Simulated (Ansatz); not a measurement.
## Y on Re(0001): change of the work function

How does one ordered layer of Y (hcp site) change the work function of Re(0001), and what dipole does each adsorbate carry?

Main program and level: Ansatz 0.2.0; plane-wave DFT, PBE, Ansatz PAW.

## (1) The structure

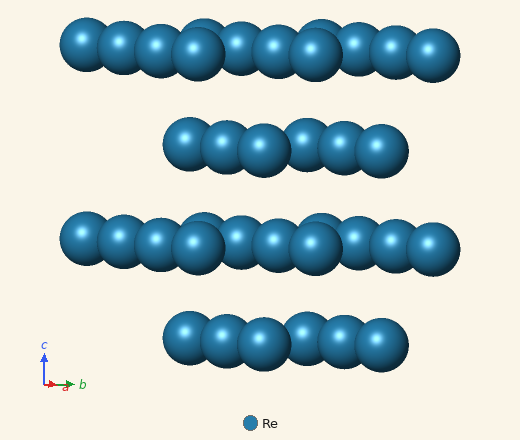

Start, viewed from the side, with the c axis up; rhenium blue. 3×2×1 cells are drawn. Some periodic images of atoms are drawn too.

The cell holds 4 atoms: 4 Re. Its edges and angles: a = 2.760 Å, b = 2.760 Å, c = 24.686 Å, α = 90.0°, β = 90.0°, γ = 60.0°. Vacuum lies along c.

## (2) The clean slab

The bare slab comes first, as the zero from which every change is counted. The two lowest layers are held at bulk places and the upper ones relax. The dipole correction removes the false field that a one-sided slab makes across the periodic vacuum, so each face gets a flat vacuum level of its own.

input.yaml reads:

```yaml
crystal:
  lattice:
    - [2.76, 0.0, 0.0]
    - [1.38, 2.3902301144, 0.0]
    - [0.0, 0.0, 24.6861]
  atoms:
    - { symbol: Re, position: [0.6666666667, 0.6666666667, 0.3645776368] }
    - { symbol: Re, position: [0.0, 0.0, 0.4548592123] }
    - { symbol: Re, position: [0.6666666667, 0.6666666667, 0.5451407877] }
    - { symbol: Re, position: [0.0, 0.0, 0.6354223632] }
kpoints:
  mp_grid: { grid: [12, 12, 1] }
hamiltonian:
  xc: pbe
scf:
  occupations: { method: fermi_dirac, width: 0.1 }
  convergence: { dr2_threshold: 1.0e-08 }
efield:
  axis: 3
  dipole_correction: true
  ramp_position: 0.97
  ramp_width: 0.06
relax:
  f_tol: 0.02
  max_steps: 60
  constraints: [{ sites: [0, 1] }]
output:
  write_potential: true
  write_density: true
  volumetric_format: npy
```

Command:

```
ansatz run input.yaml --threads 4 --pin off --max-ram 6144MiB --backend cpu --events-out ev --progress --plain --runs-dir out
```

Numbers of over 12 decimals in the logs are rounded to 6 here.

Output:

```text
Engine: ansatz 0.2.0, aarch64-unknown-linux-gnu
Pseudopotentials: kind: paw
Pseudopotential: Re, paw, valence charge 15, recommended cutoff 420 eV (normal), Re.paw.azcp
Functional definition: PBE
  parameter kappa = 0.804
  parameter beta = 0.066725
  exchange = pbe_x(kappa = kappa, mu = beta*pi^2/3)
  correlation = pbe_c(beta = beta)
Crystal: 4 atoms, lattice volume = 162.855 Å³
Basis set: ecut = 420 eV, 3161 PW (Γ), exchange–correlation on 40×40×360 points (8 copies of the dense FFT grid, shifted against one another)
Bands: 36, of which v1, the nominal top of the filled ones, is band 30 counted from 1 (29 counted from 0)
Symmetry: 6 space group operations
k-points: 19 of 144 (time reversal used)
Non-local potential: Re, projectors of the file, l = 0: 3, l = 1: 2, l = 2: 2, l = 3: 1
PAW form: soft (Blöchl's): semilocal exchange-correlation on the pseudo side does not see the compensation charge
PAW one-centre angular grid: Re, 590 points (default); XC on 64 Gauss nodes
Initial density: superposition of atomic densities (neutral atoms: chi_scale 0, normalization atom), corrected by the library's trained network
Initial wavefunctions: pseudopotential atomic-orbital guess
Functional: x = pbe(κ = 0.804, μ = 0.219515), c = pbe(β = 0.066725)
SCF iter   1: F=—  HF=-43470.073394 eV  |F-HF|=—  |Δ(HF+E_count)|=         —  Δρ=6.49e-3  dr2=3.96e-1  ethr=1.77e-3  p=0.000 e·Å  D=1.03e-14 V/Å  ΔV_dip=-0.00 eV  dr2_dipole=5.24e-8  V_vac-E_F(+/−)=5.13/5.13 eV  ⟨swp⟩=7.9  Hψ=3317  notcnv=0
efield: sawtooth ramp at fractional position 0.9700 (set: `efield.ramp_position`, or a place that a band, a saddle search or an elastic batch's reference lends), width 0.0600; the density the first Hamiltonian is built on has a dipole p = 0.000 e·Å; the dipole correction subtracts the counter field D = 1.03e-14 V/Å, which shifts the + side's vacuum level by -0.00 eV against the − side's; the planar-averaged density in the ramp window peaks in size at 1.2e-5 e/Å³
preconditioner: auto → LDOS  [metal: Δε(μ)=0.145 eV  Ē_g=4.940 eV  σ=0.100 eV  W_gap=0.31  n_scr=18 (ndim 8)  ℏωp=15.4 eV  f_vac=0.572  D(μ)=3.17/eV (n_scr^D=14)  β→1.0]
SCF iter   2: F=—  HF=-43470.065309 eV  |F-HF|=—  |Δ(HF+E_count)|=   8.08e-3  Δρ=2.70e-3  dr2=5.86e-2  ethr=6.60e-4  p=-0.000 e·Å  D=-1.86e-4 V/Å  ΔV_dip=0.00 eV  dr2_dipole=4.89e-7  V_vac-E_F(+/−)=5.02/5.01 eV  ⟨swp⟩=2.2  Hψ=1103  notcnv=0
SCF iter   3: F=—  HF=-43470.061205 eV  |F-HF|=—  |Δ(HF+E_count)|=   4.10e-3  Δρ=1.06e-3  dr2=7.02e-3  ethr=9.77e-5  p=0.000 e·Å  D=1.32e-4 V/Å  ΔV_dip=-0.00 eV  dr2_dipole=1.54e-8  V_vac-E_F(+/−)=5.08/5.09 eV  ⟨swp⟩=2.2  Hψ=1102  notcnv=0
SCF iter   4: F=—  HF=-43470.059915 eV  |F-HF|=—  |Δ(HF+E_count)|=   1.29e-3  Δρ=2.86e-4  dr2=2.30e-4  ethr=1.17e-5  p=0.000 e·Å  D=1.88e-5 V/Å  ΔV_dip=-0.00 eV  dr2_dipole=5.77e-8  V_vac-E_F(+/−)=5.07/5.07 eV  ⟨swp⟩=2.7  Hψ=1124  notcnv=0
SCF iter   5: F=—  HF=-43470.059967 eV  |F-HF|=—  |Δ(HF+E_count)|=   5.21e-5  Δρ=8.74e-5  dr2=3.61e-5  ethr=3.84e-7  p=0.000 e·Å  D=1.32e-5 V/Å  ΔV_dip=-0.00 eV  dr2_dipole=1.64e-8  V_vac-E_F(+/−)=5.07/5.07 eV  ⟨swp⟩=2.9  Hψ=1248  notcnv=0
SCF iter   6: F=—  HF=-43470.059973 eV  |F-HF|=—  |Δ(HF+E_count)|=   6.28e-6  Δρ=2.63e-5  dr2=2.08e-6  ethr=6.01e-8  p=0.000 e·Å  D=8.32e-6 V/Å  ΔV_dip=-0.00 eV  dr2_dipole=1.56e-9  V_vac-E_F(+/−)=5.07/5.07 eV  ⟨swp⟩=2.3  Hψ=954  notcnv=0
SCF iter   7: F=—  HF=-43470.059979 eV  |F-HF|=—  |Δ(HF+E_count)|=   5.44e-6  Δρ=7.26e-6  dr2=1.42e-7  ethr=3.46e-9  p=0.000 e·Å  D=1.99e-6 V/Å  ΔV_dip=-0.00 eV  dr2_dipole=5.20e-11  V_vac-E_F(+/−)=5.07/5.07 eV  ⟨swp⟩=2.7  Hψ=1234  notcnv=0
SCF iter   8: F=-43470.059979 eV  HF=-43470.059979 eV  |F-HF|=9.43e-9  |Δ(HF+E_count)|=   6.97e-8  Δρ=1.39e-6  dr2=4.79e-9  ethr=1.67e-11  p=0.000 e·Å  D=9.70e-7 V/Å  ΔV_dip=-0.00 eV  dr2_dipole=5.59e-13  V_vac-E_F(+/−)=5.07/5.07 eV  ⟨swp⟩=9.1  Hψ=5854  notcnv=0
SCF 1 converged in 8 iterations: F = -43470.059979 eV  dr2 = 4.79e-9
  greatest PAW one-centre occupation: 1.000 electrons in one spin orbital (limit 2), on the Re atom at site 1 (counted from 0), in its partial waves of l = 0
relax step   1: F+E_penalty+E_count = -43470.05997869 eV  Δ(F+E_penalty+E_count) = +0.000e0 eV  max|allowed force component| = 1.546e0 eV/Å  Δτ_max = 0.0000 Å  (8 SCF iters, accepted)
Initial density: handed on by an earlier stage of this run
Initial wavefunctions: those handed on with the density
SCF iter   1: F=—  HF=-43470.127331 eV  |F-HF|=—  |Δ(HF+E_count)|=         —  Δρ=1.40e-2  dr2=2.26e0  ethr=3.10e-3  p=0.000 e·Å  D=9.81e-7 V/Å  ΔV_dip=-0.00 eV  dr2_dipole=3.13e-1  V_vac-E_F(+/−)=5.18/5.18 eV  ⟨swp⟩=5.7  Hψ=2111  notcnv=0
efield: sawtooth ramp at fractional position 0.9700 (set: `efield.ramp_position`, or a place that a band, a saddle search or an elastic batch's reference lends), width 0.0600; the density the first Hamiltonian is built on has a dipole p = 0.000 e·Å; the dipole correction subtracts the counter field D = 9.81e-7 V/Å, which shifts the + side's vacuum level by -0.00 eV against the − side's; the planar-averaged density in the ramp window peaks in size at 3.6e-7 e/Å³
preconditioner: auto → LDOS  [metal: Δε(μ)=0.101 eV  Ē_g=5.134 eV  σ=0.100 eV  W_gap=0.24  n_scr=18 (ndim 8)  ℏωp=15.4 eV  f_vac=0.577  D(μ)=2.82/eV (n_scr^D=12)  β→1.0]
SCF iter   2: F=—  HF=-43470.142422 eV  |F-HF|=—  |Δ(HF+E_count)|=   1.51e-2  Δρ=1.25e-2  dr2=1.34e0  ethr=3.10e-3  p=0.018 e·Å  D=2.00e-2 V/Å  ΔV_dip=-0.49 eV  dr2_dipole=5.30e-2  V_vac-E_F(+/−)=4.64/5.13 eV  ⟨swp⟩=2.5  Hψ=1237  notcnv=0
SCF iter   3: F=—  HF=-43469.962912 eV  |F-HF|=—  |Δ(HF+E_count)|=   1.80e-1  Δρ=1.93e-3  dr2=1.22e-2  ethr=2.24e-3  p=0.011 e·Å  D=1.18e-2 V/Å  ΔV_dip=-0.29 eV  dr2_dipole=1.59e-3  V_vac-E_F(+/−)=4.89/5.18 eV  ⟨swp⟩=2.1  Hψ=1064  notcnv=0
SCF iter   4: F=—  HF=-43469.956771 eV  |F-HF|=—  |Δ(HF+E_count)|=   6.14e-3  Δρ=8.37e-4  dr2=2.31e-3  ethr=2.03e-5  p=0.011 e·Å  D=1.18e-2 V/Å  ΔV_dip=-0.29 eV  dr2_dipole=3.17e-5  V_vac-E_F(+/−)=4.89/5.18 eV  ⟨swp⟩=3.1  Hψ=1355  notcnv=0
SCF iter   5: F=—  HF=-43469.956572 eV  |F-HF|=—  |Δ(HF+E_count)|=   1.99e-4  Δρ=1.69e-4  dr2=1.88e-4  ethr=3.85e-6  p=0.011 e·Å  D=1.23e-2 V/Å  ΔV_dip=-0.30 eV  dr2_dipole=2.82e-5  V_vac-E_F(+/−)=4.88/5.18 eV  ⟨swp⟩=2.3  Hψ=1037  notcnv=0
SCF iter   6: F=—  HF=-43469.956584 eV  |F-HF|=—  |Δ(HF+E_count)|=   1.19e-5  Δρ=6.47e-5  dr2=1.48e-5  ethr=3.13e-7  p=0.011 e·Å  D=1.24e-2 V/Å  ΔV_dip=-0.31 eV  dr2_dipole=9.39e-7  V_vac-E_F(+/−)=4.88/5.18 eV  ⟨swp⟩=2.7  Hψ=1370  notcnv=0
[...]
SCF iter   4: F=—  HF=-43470.145119 eV  |F-HF|=—  |Δ(HF+E_count)|=   4.46e-4  Δρ=3.61e-4  dr2=2.53e-4  ethr=4.63e-6  p=0.006 e·Å  D=6.86e-3 V/Å  ΔV_dip=-0.17 eV  dr2_dipole=1.65e-5  V_vac-E_F(+/−)=4.96/5.13 eV  ⟨swp⟩=2.8  Hψ=1372  notcnv=0
SCF iter   5: F=—  HF=-43470.145167 eV  |F-HF|=—  |Δ(HF+E_count)|=   4.84e-5  Δρ=1.48e-4  dr2=2.69e-5  ethr=4.21e-7  p=0.006 e·Å  D=6.43e-3 V/Å  ΔV_dip=-0.16 eV  dr2_dipole=6.31e-7  V_vac-E_F(+/−)=4.96/5.12 eV  ⟨swp⟩=2.8  Hψ=1225  notcnv=0
SCF iter   6: F=—  HF=-43470.145204 eV  |F-HF|=—  |Δ(HF+E_count)|=   3.72e-5  Δρ=4.20e-5  dr2=6.05e-6  ethr=4.48e-8  p=0.006 e·Å  D=6.32e-3 V/Å  ΔV_dip=-0.16 eV  dr2_dipole=2.65e-7  V_vac-E_F(+/−)=4.97/5.12 eV  ⟨swp⟩=2.8  Hψ=1275  notcnv=0
SCF iter   7: F=—  HF=-43470.145204 eV  |F-HF|=—  |Δ(HF+E_count)|=   1.40e-7  Δρ=1.19e-5  dr2=2.21e-7  ethr=1.01e-8  p=0.006 e·Å  D=6.24e-3 V/Å  ΔV_dip=-0.15 eV  dr2_dipole=1.73e-8  V_vac-E_F(+/−)=4.97/5.12 eV  ⟨swp⟩=2.1  Hψ=978  notcnv=0
SCF iter   8: F=—  HF=-43470.145205 eV  |F-HF|=—  |Δ(HF+E_count)|=   3.92e-7  Δρ=3.38e-6  dr2=2.30e-8  ethr=3.69e-10  p=0.006 e·Å  D=6.22e-3 V/Å  ΔV_dip=-0.15 eV  dr2_dipole=1.06e-9  V_vac-E_F(+/−)=4.97/5.12 eV  ⟨swp⟩=2.9  Hψ=1409  notcnv=0
SCF iter   9: F=-43470.145205 eV  HF=-43470.145205 eV  |F-HF|=2.57e-9  |Δ(HF+E_count)|=   2.21e-8  Δρ=7.78e-7  dr2=2.03e-9  ethr=1.67e-11  p=0.006 e·Å  D=6.22e-3 V/Å  ΔV_dip=-0.15 eV  dr2_dipole=7.44e-11  V_vac-E_F(+/−)=4.97/5.12 eV  ⟨swp⟩=11.0  Hψ=5187  notcnv=0
SCF 3 converged in 9 iterations: F = -43470.145205 eV  dr2 = 2.03e-9
relax step   3: F+E_penalty+E_count = -43470.14520463 eV  Δ(F+E_penalty+E_count) = -8.523e-2 eV  max|allowed force component| = 1.071e-1 eV/Å  Δτ_max = 0.0714 Å  (9 SCF iters, accepted)
SCF iter   1: F=—  HF=-43470.149666 eV  |F-HF|=—  |Δ(HF+E_count)|=         —  Δρ=2.54e-3  dr2=6.39e-2  ethr=1.13e-3  p=0.006 e·Å  D=6.22e-3 V/Å  ΔV_dip=-0.15 eV  dr2_dipole=6.22e-3  V_vac-E_F(+/−)=4.97/5.12 eV  ⟨swp⟩=2.7  Hψ=1318  notcnv=0
efield: sawtooth ramp at fractional position 0.9700 (set: `efield.ramp_position`, or a place that a band, a saddle search or an elastic batch's reference lends), width 0.0600; the density the first Hamiltonian is built on has a dipole p = 0.006 e·Å; the dipole correction subtracts the counter field D = 6.22e-3 V/Å, which shifts the + side's vacuum level by -0.15 eV against the − side's; the planar-averaged density in the ramp window peaks in size at 1.2e-6 e/Å³
preconditioner: auto → LDOS  [metal: Δε(μ)=0.105 eV  Ē_g=4.965 eV  σ=0.100 eV  W_gap=0.26  n_scr=18 (ndim 8)  ℏωp=15.4 eV  f_vac=0.572  D(μ)=2.96/eV (n_scr^D=14)  β→1.0]
SCF iter   2: F=—  HF=-43470.148441 eV  |F-HF|=—  |Δ(HF+E_count)|=   1.22e-3  Δρ=1.78e-3  dr2=2.92e-2  ethr=1.06e-4  p=0.005 e·Å  D=5.72e-3 V/Å  ΔV_dip=-0.14 eV  dr2_dipole=2.04e-4  V_vac-E_F(+/−)=4.99/5.13 eV  ⟨swp⟩=1.9  Hψ=991  notcnv=0
SCF iter   3: F=—  HF=-43470.146765 eV  |F-HF|=—  |Δ(HF+E_count)|=   1.68e-3  Δρ=3.86e-4  dr2=1.39e-3  ethr=4.87e-5  p=0.005 e·Å  D=6.07e-3 V/Å  ΔV_dip=-0.15 eV  dr2_dipole=1.70e-4  V_vac-E_F(+/−)=4.98/5.13 eV  ⟨swp⟩=2.1  Hψ=893  notcnv=0
SCF iter   4: F=—  HF=-43470.146630 eV  |F-HF|=—  |Δ(HF+E_count)|=   1.36e-4  Δρ=1.03e-4  dr2=6.41e-5  ethr=2.32e-6  p=0.005 e·Å  D=6.01e-3 V/Å  ΔV_dip=-0.15 eV  dr2_dipole=3.53e-6  V_vac-E_F(+/−)=4.98/5.13 eV  ⟨swp⟩=2.7  Hψ=1136  notcnv=0
SCF iter   5: F=—  HF=-43470.146624 eV  |F-HF|=—  |Δ(HF+E_count)|=   5.12e-6  Δρ=2.92e-5  dr2=2.62e-6  ethr=1.07e-7  p=0.005 e·Å  D=6.04e-3 V/Å  ΔV_dip=-0.15 eV  dr2_dipole=2.12e-7  V_vac-E_F(+/−)=4.98/5.13 eV  ⟨swp⟩=2.7  Hψ=1159  notcnv=0
SCF iter   6: F=—  HF=-43470.146627 eV  |F-HF|=—  |Δ(HF+E_count)|=   2.41e-6  Δρ=1.21e-5  dr2=2.24e-7  ethr=4.37e-9  p=0.005 e·Å  D=6.08e-3 V/Å  ΔV_dip=-0.15 eV  dr2_dipole=2.51e-9  V_vac-E_F(+/−)=4.98/5.13 eV  ⟨swp⟩=2.6  Hψ=1044  notcnv=0
SCF iter   7: F=—  HF=-43470.146627 eV  |F-HF|=—  |Δ(HF+E_count)|=   4.52e-7  Δρ=3.64e-6  dr2=5.29e-8  ethr=3.73e-10  p=0.005 e·Å  D=6.11e-3 V/Å  ΔV_dip=-0.15 eV  dr2_dipole=1.69e-8  V_vac-E_F(+/−)=4.98/5.13 eV  ⟨swp⟩=2.8  Hψ=1205  notcnv=0
SCF iter   8: F=-43470.146627 eV  HF=-43470.146627 eV  |F-HF|=2.49e-9  |Δ(HF+E_count)|=   4.09e-8  Δρ=8.99e-7  dr2=3.68e-9  ethr=1.67e-11  p=0.006 e·Å  D=6.12e-3 V/Å  ΔV_dip=-0.15 eV  dr2_dipole=6.41e-10  V_vac-E_F(+/−)=4.98/5.13 eV  ⟨swp⟩=8.8  Hψ=5389  notcnv=0
SCF 4 converged in 8 iterations: F = -43470.146627 eV  dr2 = 3.68e-9
relax step   4: F+E_penalty+E_count = -43470.14662740 eV  Δ(F+E_penalty+E_count) = -1.423e-3 eV  max|allowed force component| = 1.947e-2 eV/Å  Δτ_max = 0.0250 Å  (8 SCF iters, accepted)
NSCF: frozen V_eff on 19 k-points
the band table was solved once a step of the walk had ended and its energy, with any forces and stress, was formed, with the checks that follow a solve (3198 applications of the Hamiltonian). They found nothing against the state; the energy, forces and stress were not computed again (output.eigenvalues in the input reference)
WARN: The input density's exchange-correlation potential varies sharply where the density is thin. Do not read a vacuum level from v_tot or v_xc, or from such a field of the output density. On a cell that repeats whose density bears no net charge and no dipole along the vacuum's axis use v_es (v_loc + v_h of the components); under efield.dipole_correction with no amplitude use v_es + v_field, which holds any external [...]
SCF converged after 8 iterations
Free energy (F): -43470.146627 eV
Harris-Foulkes:  -43470.146627 eV  (|F-HF|=2.49e-9)
Internal energy: -43470.042428 eV  (E = F + TS)
E sigma→0 (E₀):  -43470.094528 eV
Entropy (-TS):   -0.104200 eV (-26.050 meV/atom)
Fermi energy:    5.510319 eV
Dipole field:    D = 0.006161 V/Å  (p = 0.005545 e·Å, saw-weighted, corrected)
Work function:   Φ+ = 4.9767 eV   Φ− = 5.1288 eV
Levels:          The Fermi level and band energies are counted from a zero that moves with the ramp; work functions are not
--- Per-component energies (eV) ---
  E_band       = -1385.112362
  E_kinetic    = 2155.789991
  E_local      = -87633.757156  (includes V_loc(G=0)·N_el)
  E_nonlocal   = 197.172927
  E_hartree    = 42840.063587
  E_xc         = -1611.330171
  E_vxc        = -1210.279722  (∫ρ·V_xc dr)
  E_paw        = -34636.347582  (= ΣΔE_a)
  E_vpaw       = -574.148245  (= ΣTr[D̂ρ^β])
  E_aug_tail   = -0.000303  (compensation charges beyond the density's cutoff)
  E_efield     = 0.000017  (sawtooth field / dipole correction)
  E_vefield    = -0.007028  (∫n·V_field dr)
  E_ewald      = 35218.366263
  E_smearing   = -0.104200  (= −TS)
  E_closure    = -0.000000  (closes the sum)
  Σ components = -43470.146627   (vs F -43470.146627, Δ=0.00e0)
--- Forces (eV/Å), atoms counted from 1 ---
  atom   1  Re    -0.00000000     0.00000000     1.22923125
  atom   2  Re     0.00000000    -0.00000000    -1.19437258
  atom   3  Re    -0.00000000     0.00000000    -0.01947126
  atom   4  Re     0.00000000    -0.00000000    -0.01539444
  max |Σ_I F_I| component: 7.04e-6 eV/Å
--- Band table (eV; the first three rows and the last of 19) ---
  k-point 0: bands = [... 26 lower, 4.0297, 4.4145, 4.4145, 4.6328, 4.6328, 5.2406, 6.1823, 6.4245, ... 2 higher]
  k-point 1: bands = [... 26 lower, 4.2090, 4.3362, 4.4192, 4.6238, 4.8469, 5.2075, 5.5622, 6.3002, ... 2 higher]
  k-point 2: bands = [... 26 lower, 4.3759, 4.6367, 4.7630, 4.7857, 5.1375, 5.1799, 5.4499, 6.2599, ... 2 higher]
  k-point 18: bands = [... 26 lower, 4.0248, 4.0270, 4.0681, 5.3798, 6.3486, 7.7069, 7.9282, 8.0102, ... 2 higher]
--- Relaxed structure (4 steps of the walk, 3 accepted, 0 SCFs on fresh bases) ---
  F+E_penalty+E_count = -43470.14662740 eV   max|allowed force component| = 1.947e-2 eV/Å
  atoms:
    - { symbol: Re, position: [0.666667, 0.666667, 0.3645776368] }
    - { symbol: Re, position: [0.0, 0.0, 0.4548592123] }
    - { symbol: Re, position: [0.666667, 0.666667, 0.549008] }
    - { symbol: Re, position: [1.474609716898122e-19, -2.9492194337962723e-19, 0.634651] }
```

Wall time 20 s (4 threads of Arm Neoverse N1, shared host); peak memory 0.46 GiB; 78 s of CPU time.

Step by step:

```csv
step,energy less that of the first step (eV),largest force component (eV/Å)
1,0.0000,1.5464
2,0.1034,2.7383
3,-0.0852,0.1071
4,-0.0866,0.0195
```

Relaxation step 2 was tried and not accepted.

Forces are held to the 6 operations that the run works with; a distortion that breaks them can't arise in this run.

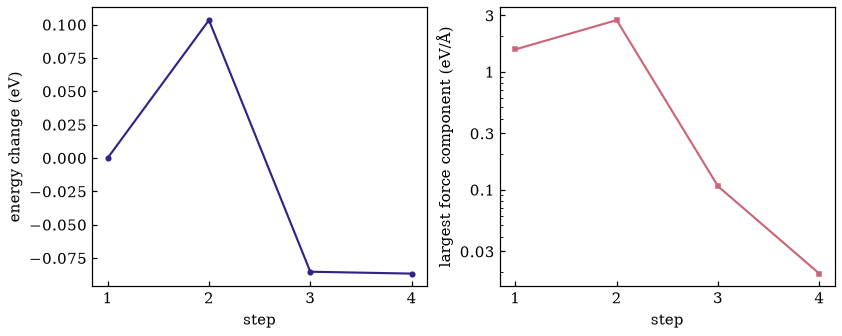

Energy and largest force along the relaxation.

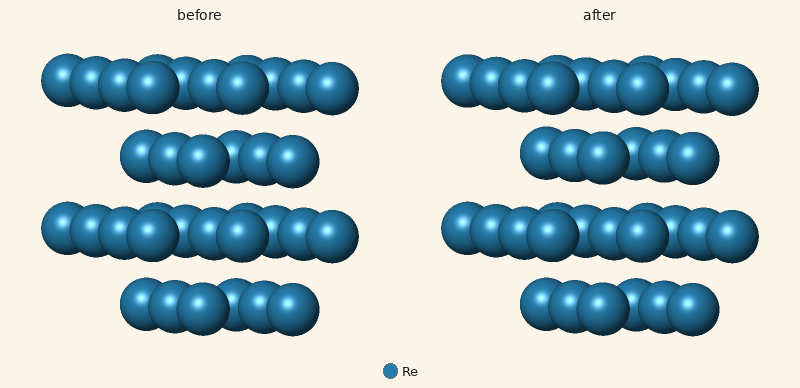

Before and after, at one scale.

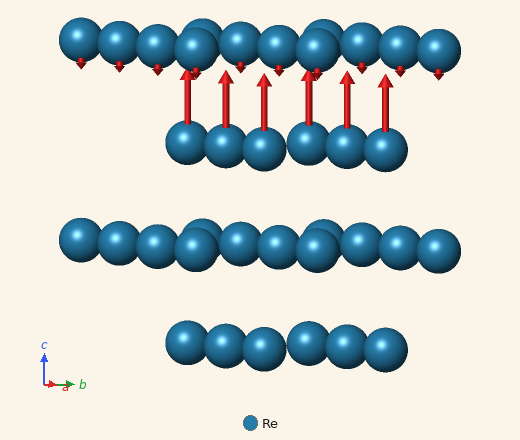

Displacements in the relaxation, exaggerated; the longest in the cell stands for 0.10 Å. 3×2×1 cells are drawn. Some periodic images of atoms are drawn too.

The atoms that moved most (Å):

```csv
atom,dx,dy,dz,length
Re3,0.000,0.000,0.095,0.095
Re4,0.000,0.000,-0.019,0.019
```

Final coordinates:

```xyz
4
Lattice="2.7600 0.0000 0.0000 1.3800 2.3902 0.0000 0.0000 0.0000 24.6861" Properties=species:S:1:pos:R:3
Re    2.7600    1.5935    9.0000
Re    0.0000    0.0000   11.2287
Re    2.7600    1.5935   13.5529
Re    0.0000    0.0000   15.6671
```

This step gave:

* energy at zero smearing: -43470.0945 eV
* work function, upper face: 4.977 eV
* work function, lower face: 5.129 eV
* dipole along the normal: 0.005545 e·Å
* step between the vacuum levels: -0.1521 eV

Running mean over 2.2287 Å of the planar mean; the ramp of the sawtooth is left out. The electron's electrostatic potential energy less the Fermi level by z:

```csv
z (Å),electron's electrostatic potential energy less the Fermi level (eV)
4,5.13
5,5.12
6,5.01
7,3.65
8,-6.10
9,-13.0
10,-13.3
11,-13.4
12,-12.5
13,-12.8
14,-14.1
15,-14.3
16,-12.2
17,-1.90
18,4.35
19,4.93
20,4.97
21,4.98
```

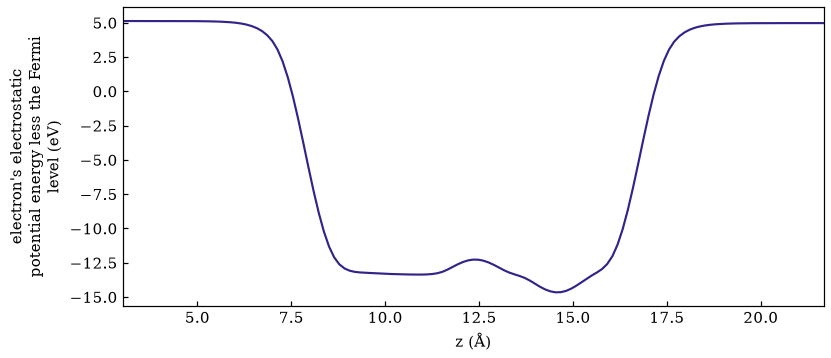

Electron's electrostatic potential energy less the Fermi level against z.

The relaxation took 4 steps and lowered the energy by 0.087 eV; the largest force on the free atoms ends at 0.019 eV/Å.

The work function of the upper face is 4.98 eV.

(Part 1 of 4 ends here.)

[Logs are printed without paths, hosts, clocks, repeated set-up lines and the standing remarks that a program may print on its own settings, such as how far it seeks lower states.]

[Hosts, paths, dates, database ids (printed as entryN), source tags and the programs' standing remarks are cut or masked in the printed files.]

[Maps of the electrostatic potential energy from Ansatz leave out the sawtooth potential of an applied field or a dipole correction, so their vacuum need not be flat; planar profiles and work functions include it.]
